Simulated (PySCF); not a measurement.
# C2H3Cl3: excited states, first hyperpolarisability

What do calculations give for the excited states, first hyperpolarisability of C2H3Cl3 (`ClCC(Cl)Cl`)?

Programs: PySCF 2.14.0, with routines of our own; each step states its level. All values are computed. Atoms count from 0.

## Step 1: The system as given

8 atoms, charge 0, multiplicity 1; geometry from: GFN2-xTB.

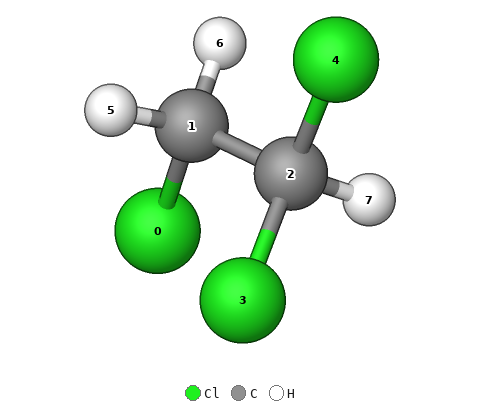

The starting geometry (chlorine green, carbon grey, hydrogen white).

## Step 2: Relaxing the molecule at PBE0-D3(BJ)/def2-TZVP

The job: settings as JSON, then the geometry in Å.

```
{"job": {"xc": "PBE0", "basis": "def2-TZVP", "d3": "d3bj", "grid": 2, "kind": "geom"}, "charge": 0, "multiplicity": 1}
Cl    -1.471537    -1.425376    -0.652474
C     -0.787292     0.070558     0.027143
C      0.721117     0.046884    -0.105728
Cl     1.428883    -1.221924     0.915517
Cl     1.363648     1.633748     0.385773
H     -1.088449     0.133499     1.073127
H     -1.200922     0.908515    -0.535123
H      1.043610    -0.136492    -1.132800
```

Command:

```
> OMP_NUM_THREADS=1 python excited_run.py task.json out
```

The driver reads the jobs from task.json and runs them one after another.

Standard output:

```text
step   0  E = -1458.14828994  max force = 0.004858
step   1  E = -1458.14821813  max force = 0.006881
step   2  E = -1458.14853321  max force = 0.003215
step   3  E = -1458.14860341  max force = 0.000727
step   4  E = -1458.14863101  max force = 0.000814
step   5  E = -1458.14864342  max force = 0.001176
step   6  E = -1458.14864772  max force = 0.000755
step   7  E = -1458.14864902  max force = 0.000208
optimisation converged
```

It took 60 s on 1 thread of Arm Neoverse V2, shared host; peak memory 0.8 GiB.

The steps of the relaxation: (the energy doesn't fall at every step)

```
step  energy from step 0 (eV)  largest force component (eV/Å)
   0                   0.0000                          0.2498
   1                   0.0020                          0.3538
   2                  -0.0066                          0.1653
   3                  -0.0085                          0.0374
   4                  -0.0093                          0.0419
   5                  -0.0096                          0.0605
   6                  -0.0097                          0.0388
   7                  -0.0098                          0.0107
```

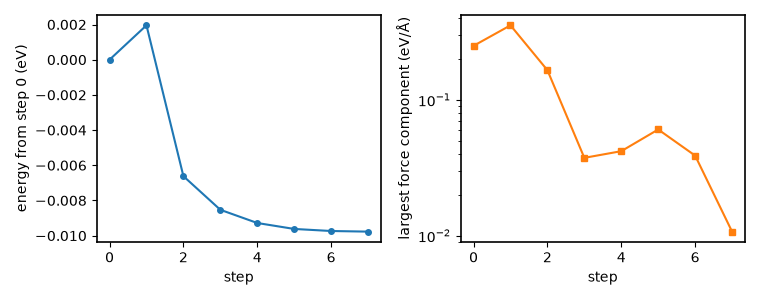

Energy and force, step by step.

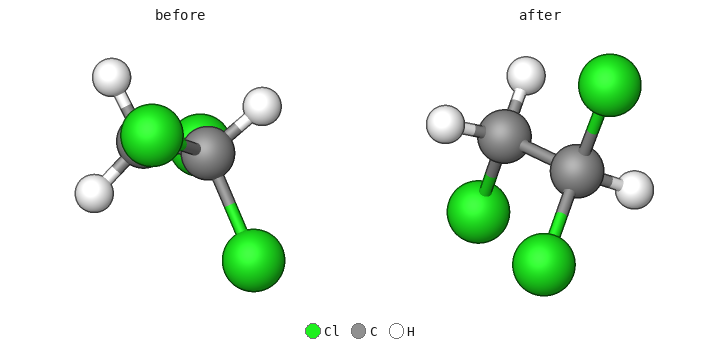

Before and after, at one scale.

Distances of close pairs at the start and the end, largest changes first:

```
  bond  before (Å)  after (Å)  change (Å)
C2–Cl3       1.776      1.765      -0.011
Cl0–C1       1.780      1.771      -0.008
C2–Cl4       1.781      1.775      -0.006
 C2–H7       1.092      1.087      -0.005
 C1–C2       1.514      1.510      -0.004
 C1–H6       1.091      1.089      -0.002
 C1–H5       1.090      1.089      -0.002
```

The end geometry stands in the next job.

```
                         at the end point                value
  point group (found at 0.08 Å tolerance)                   C1
rotational constants (GHz, main isotopes)  3.563, 1.485, 1.084
                        dipole moment (D)                 1.26
```

## Step 3: Excited states: TDA CAM-B3LYP/def2-TZVPD

The job: settings as JSON, then the geometry in Å.

```
{"job": {"kind": "states", "xc": "CAM-B3LYP", "basis": "def2-TZVPD", "tda": true, "soc": true, "nstates": 6, "ntriplets": 5, "nquad": 4}, "charge": 0, "multiplicity": 1}
Cl    -1.778482    -0.886282     0.841991
C     -0.748932     0.218367    -0.084232
C      0.697826    -0.211914    -0.035116
Cl     1.371843    -0.074130     1.590223
Cl     1.606232     0.792025    -1.183537
H     -0.860957     1.220946     0.324860
H     -1.090767     0.200316    -1.117885
H      0.819856    -1.246625    -0.345620
```

Method: TDA CAM-B3LYP/def2-TZVPD excited states, vertical, gas phase, spin-orbit mean-field couplings.

Standard output:

```text
coarse grid: 8904 points
cycle   1  E = -1458.6194208593  dE =  6.142e-01  |g| = 5.131e-01  |ddm| = 2.354e+00
cycle   2  E = -1458.5739305882  dE =  4.549e-02  |g| = 7.250e-01  |ddm| = 1.141e+00
cycle   3  E = -1458.6921682859  dE = -1.182e-01  |g| = 3.150e-02  |ddm| = 5.859e-01
cycle   4  E = -1458.6924768130  dE = -3.085e-04  |g| = 1.554e-02  |ddm| = 9.099e-02
cycle   5  E = -1458.6925393000  dE = -6.249e-05  |g| = 4.682e-03  |ddm| = 2.708e-02
cycle   6  E = -1458.6925455709  dE = -6.271e-06  |g| = 1.489e-03  |ddm| = 9.343e-03
final grid: 73776 points
cycle   7  E = -1458.6844267441  dE = -1.880e-05  |g| = 3.975e-03  |ddm| = 5.991e-02
cycle   8  E = -1458.6844260267  dE =  7.175e-07  |g| = 3.987e-03  |ddm| = 7.690e-03
cycle   9  E = -1458.6844291235  dE = -3.097e-06  |g| = 6.505e-04  |ddm| = 3.498e-03
cycle  10  E = -1458.6844292252  dE = -1.017e-07  |g| = 1.061e-04  |ddm| = 7.039e-04
cycle  11  E = -1458.6844292286  dE = -3.407e-09  |g| = 2.680e-05  |ddm| = 2.249e-04
cycle  12  E = -1458.6844292288  dE = -2.219e-10  |g| = 8.783e-06  |ddm| = 5.362e-05
converged SCF energy = -1458.6844292288

Singlet excitations
state   eV       nm        f     d(h-e)  d(exc)  Lambda  PR(NTO)  |dmu|/D   mu/D   main configurations
  1   7.0486   175.9   0.00740   0.109   2.615   0.450   1.237    0.403    1.136   H->L 0.49, H-3->L 0.08
  2   7.1024   174.6   0.00812   0.112   2.519   0.445   1.245    0.264    1.087   H-2->L 0.46, H-1->L 0.11
  3   7.3243   169.3   0.00287   0.282   2.621   0.405   1.414    0.451    1.361   H->L+2 0.15, H->L+1 0.13, H->L+6 0.08
  4   7.3610   168.4   0.00507   0.187   2.550   0.397   2.159    0.339    1.300   H-4->L 0.15, H-1->L+2 0.14, H-1->L 0.12
  5   7.4696   166.0   0.00367   0.136   2.560   0.409   2.553                     H-4->L 0.21
  6   7.5952   163.2   0.00155   0.061   2.532   0.420   2.839                     H-5->L 0.20

Triplet excitations (Tamm-Dancoff)
state   eV     d(h-e)  d(exc)  Lambda  PR(NTO)   main configurations
  1   6.2461   0.153   2.398   0.451   1.282   H->L 0.28, H-2->L 0.24
  2   6.3592   0.081   2.343   0.429   1.392   H-2->L 0.20, H->L 0.13, H-1->L 0.10
  3   6.5322   0.157   2.309   0.398   2.415   H-4->L 0.20, H->L+2 0.12
  4   6.5536   0.348   2.362   0.398   1.302   H-1->L 0.15, H-1->L+6 0.14, H-1->L+1 0.13
  5   6.6512   0.135   2.326   0.413   2.630   H-5->L 0.11, H-4->L 0.08
S1 - T1 = 0.8025 eV

Spin-orbit couplings |<S|Hso|T>| (cm-1)
             T1       T2       T3       T4       T5
S0      314.595  162.075  243.698  173.868  225.292
S1      117.554  150.754   88.954   65.527  173.869
S2      159.212  108.848  137.862   65.003   56.996
S3       66.500   53.308   45.063  144.164  107.014
S4      132.847   33.961  114.066   70.646  141.227
S5      139.870   82.260   82.950  156.232   17.080
S6       63.892  184.234  131.197  102.347   59.646
T1 sublevels (cm-1): 0.000 5.468 31.261   radiative rates (1/s): 2.33e+03 482 1.05e+03
```

Wall time 30 s (1 thread of Arm Neoverse V2, shared host); peak memory 0.87 GiB.

Key values:

```
  quantity    value
S1 less T1  0.80 eV
```

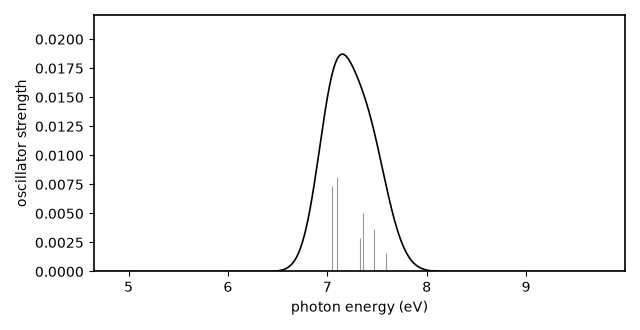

Absorption lines of the singlets. Lines are broadened to a width of 0.40 eV (Gaussian).

The fields below are evaluated on a grid from the run's orbitals.

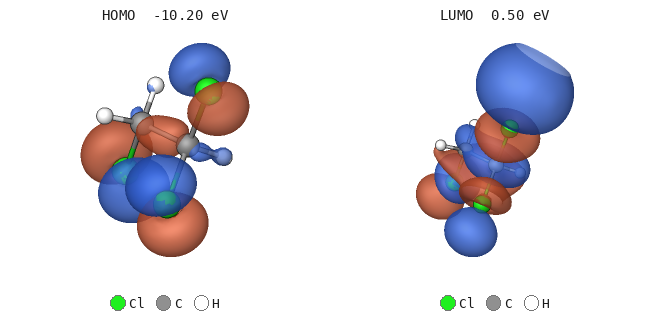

Frontier orbitals at CAM-B3LYP/def2-TZVPD; each surface holds 70 % of the orbital's density, blue and red mark the sign. The LUMO is diffuse and is cut off by the edge of the grid.

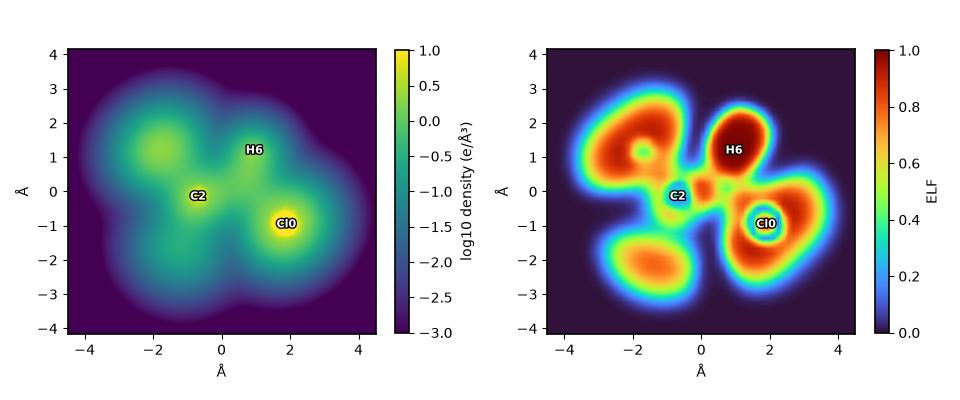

Density (left) and ELF (right) in a plane through or near 3 of the atoms.

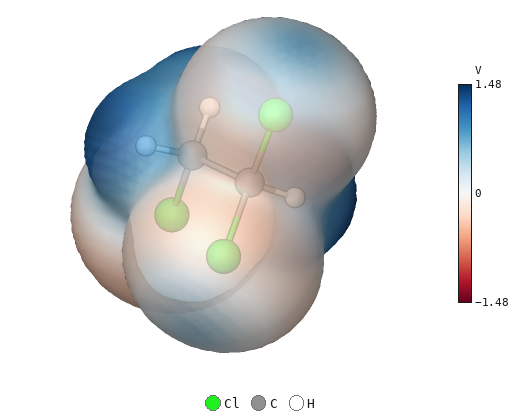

The potential that a unit positive charge feels on the 0.002 e/bohr³ surface, from the 1st to the 99th percentile, from -0.53 V near Cl0 to 1.48 V near H7.

## Step 4: Excited states: TDDFT CAM-B3LYP/aug-cc-pVTZ

The job, as its differences from that of step 3:

```diff
@@ -1,2 +1,2 @@
-{"job": {"kind": "states", "xc": "CAM-B3LYP", "basis": "def2-TZVPD", "tda": true, "soc": true, "nstates": 6, "ntriplets": 5, "nquad": 4}, "charge": 0, "multiplicity": 1}
+{"job": {"kind": "states", "xc": "CAM-B3LYP", "basis": "aug-cc-pVTZ", "tpa": true, "nstates": 8, "nquad": 6, "ntriplets": 0}, "charge": 0, "multiplicity": 1}
 Cl    -1.778482    -0.886282     0.841991
```

Level: TDDFT CAM-B3LYP/aug-cc-pVTZ excited states, vertical, gas phase, two-photon moments by quadratic response.

Standard output:

```text
coarse grid: 8904 points
cycle   1  E = -1458.6119054737  dE =  6.247e-01  |g| = 5.110e-01  |ddm| = 5.096e+00
cycle   2  E = -1458.5661144010  dE =  4.579e-02  |g| = 7.219e-01  |ddm| = 1.529e+00
cycle   3  E = -1458.6848855878  dE = -1.188e-01  |g| = 3.088e-02  |ddm| = 9.035e-01
cycle   4  E = -1458.6851785084  dE = -2.929e-04  |g| = 1.598e-02  |ddm| = 8.445e-02
cycle   5  E = -1458.6852448473  dE = -6.634e-05  |g| = 3.672e-03  |ddm| = 2.842e-02
cycle   6  E = -1458.6852494475  dE = -4.600e-06  |g| = 1.651e-03  |ddm| = 9.732e-03
final grid: 73776 points
cycle   7  E = -1458.7029096834  dE = -2.825e-05  |g| = 3.664e-03  |ddm| = 1.382e-01
cycle   8  E = -1458.7029090021  dE =  6.813e-07  |g| = 3.858e-03  |ddm| = 1.264e-02
cycle   9  E = -1458.7029121639  dE = -3.162e-06  |g| = 5.409e-04  |ddm| = 5.380e-03
cycle  10  E = -1458.7029122366  dE = -7.275e-08  |g| = 1.287e-04  |ddm| = 8.372e-04
cycle  11  E = -1458.7029122412  dE = -4.599e-09  |g| = 2.806e-05  |ddm| = 3.075e-04
cycle  12  E = -1458.7029122414  dE = -2.324e-10  |g| = 1.124e-05  |ddm| = 6.488e-05
converged SCF energy = -1458.7029122414

Singlet excitations
state   eV       nm        f     d(h-e)  d(exc)  Lambda  PR(NTO)  |dmu|/D   mu/D   delta(TPA)   sigma/GM   main configurations
  1   7.0656   175.5   0.00730   0.119   2.642   0.416   1.241    0.368    1.094        0.94      0.017   H->L+1 0.41, H->L+3 0.10
  2   7.1196   174.1   0.00817   0.128   2.541   0.411   1.248    0.215    1.079        1.03      0.019   H-2->L+1 0.39, H-2->L+3 0.11, H-1->L+1 0.09
  3   7.3265   169.2   0.00340   0.345   2.663   0.387   1.319    0.642    1.389        4.30      0.085   H->L+3 0.16, H->L+1 0.09
  4   7.3654   168.3   0.00632   0.218   2.602   0.375   2.087    0.433    1.270        2.22      0.044   H-1->L+3 0.15, H-1->L+1 0.14, H-4->L+1 0.11
  5   7.4766   165.8   0.00382   0.158   2.581   0.380   2.594    0.271    1.054        3.90      0.080   H-4->L+1 0.19
  6   7.5933   163.3   0.00211   0.096   2.598   0.388   2.904    0.104    1.187        4.22      0.089   H-5->L+1 0.17, H-3->L+3 0.10, H->L+5 0.10
  7   7.8529   157.9   0.01738   1.037   3.731   0.294   1.170                                            H->L 0.32, H-1->L 0.26, H-2->L 0.14
  8   7.9243   156.5   0.01895   0.876   3.779   0.302   1.667                                            H->L 0.35, H-1->L 0.27
```

Wall time 52 s (1 thread of Arm Neoverse V2, shared host); peak memory 1.1 GiB.

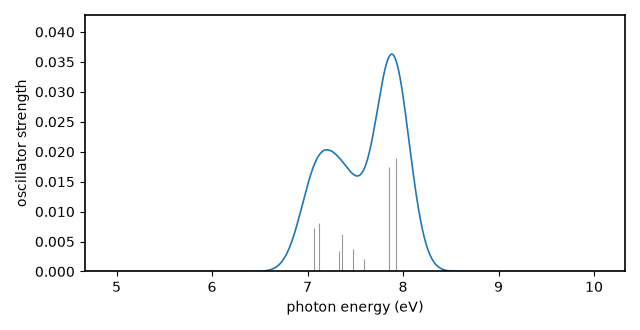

Absorption lines of the singlets. Lines are broadened to a width of 0.40 eV (Gaussian).

## Step 5: First hyperpolarisability: quadratic response CAM-B3LYP/aug-cc-pVTZ

The job, as its differences from that of step 4:

```diff
@@ -1,2 +1,2 @@
-{"job": {"kind": "states", "xc": "CAM-B3LYP", "basis": "aug-cc-pVTZ", "tpa": true, "nstates": 8, "nquad": 6, "ntriplets": 0}, "charge": 0, "multiplicity": 1}
+{"job": {"kind": "beta", "xc": "CAM-B3LYP", "basis": "aug-cc-pVTZ"}, "charge": 0, "multiplicity": 1}
 Cl    -1.778482    -0.886282     0.841991
```

Level: quadratic response CAM-B3LYP/aug-cc-pVTZ first hyperpolarisability, Taylor convention, gas phase.

Standard output:

```text
coarse grid: 8904 points
cycle   1  E = -1458.6119054737  dE =  6.247e-01  |g| = 5.110e-01  |ddm| = 5.096e+00
cycle   2  E = -1458.5661144010  dE =  4.579e-02  |g| = 7.219e-01  |ddm| = 1.529e+00
cycle   3  E = -1458.6848855878  dE = -1.188e-01  |g| = 3.088e-02  |ddm| = 9.035e-01
cycle   4  E = -1458.6851785084  dE = -2.929e-04  |g| = 1.598e-02  |ddm| = 8.445e-02
cycle   5  E = -1458.6852448473  dE = -6.634e-05  |g| = 3.672e-03  |ddm| = 2.842e-02
cycle   6  E = -1458.6852494475  dE = -4.600e-06  |g| = 1.651e-03  |ddm| = 9.732e-03
final grid: 73776 points
cycle   7  E = -1458.7029096834  dE = -2.825e-05  |g| = 3.664e-03  |ddm| = 1.382e-01
cycle   8  E = -1458.7029090021  dE =  6.813e-07  |g| = 3.858e-03  |ddm| = 1.264e-02
cycle   9  E = -1458.7029121639  dE = -3.162e-06  |g| = 5.409e-04  |ddm| = 5.380e-03
cycle  10  E = -1458.7029122366  dE = -7.275e-08  |g| = 1.287e-04  |ddm| = 8.372e-04
cycle  11  E = -1458.7029122412  dE = -4.599e-09  |g| = 2.806e-05  |ddm| = 3.075e-04
cycle  12  E = -1458.7029122414  dE = -2.324e-10  |g| = 1.124e-05  |ddm| = 6.488e-05
converged SCF energy = -1458.7029122414

Lowest singlets (eV, f): 7.0656 0.0073  7.1196 0.0082  7.3265 0.0034

First hyperpolarisability (au)
process     nm      |vector|   parallel      HRS      DR
static         -       20.94     -11.63      10.14   3.362
shg       1907.0       21.86     -12.15      10.52   3.409
eope      1907.0       21.24      -11.8          -       -
shg       1064.0       24.13     -13.43      11.45   3.515
eope      1064.0       21.93     -12.19          -       -
```

Wall time 42 s (1 thread of Arm Neoverse V2, shared host); peak memory 1.1 GiB.

## Step 6: Summary of results

```
                                                   quantity                                             value
                                                point group                                                C1
                       rotational constants (main isotopes)                              3.56, 1.48, 1.08 GHz
              S1 less T1 (step 3, TDA CAM-B3LYP/def2-TZVPD)                                           0.80 eV
                      surface potential, 1st and 99th percentile                                -0.53 V and 1.48 V
β vector (step 5, quadratic response CAM-B3LYP/aug-cc-pVTZ)  static 21, SHG 1907.0 nm 22, SHG 1064.0 nm 24 au
```

The optimisation took 7 steps and gained 0.010 eV; among the close pairs (by a distance rule), C2–Cl3 changed most, from 1.776 to 1.765 Å. In step 3, the number of triplets below S1 is at least 5, and the largest singlet-triplet spin-orbit coupling is S0–T1, 314.60 cm⁻¹. β grows from 21 au (static) to 24 au for doubling at 1064.0 nm: normal dispersion, which grows as twice the photon energy moves toward the bright states.
